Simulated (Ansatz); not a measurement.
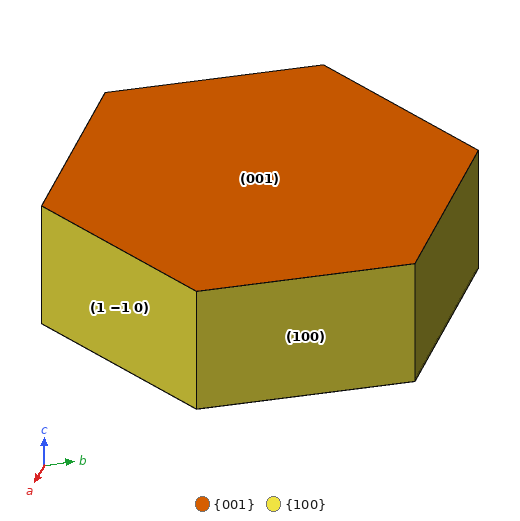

Ga2SbP3, space group P-3m1 (No. 164), a = 3.729 Å, b = 3.729 Å, c = 9.078 Å, α = 90.00°, β = 90.00°, γ = 120.00°. The shape was computed with the Donnay–Harker form of the Bravais–Friedel law: planes with larger spacing d grow more slowly and so show as larger faces; centring, glide planes and screw axes halve or divide d. Origin: the end point of a relaxation with DFT, r2SCAN+rVV10, plane waves, PAW in Ansatz. Forms under 0.4 % of the area are left out.

How many faces does the whole crystal have, by form?

8 faces: 2 of {001} and 6 of {100}.

Which form makes up most of the surface, and how much?

{001}, with 2 faces and about 58 % of the area; its spacing is d = 9.078 Å.
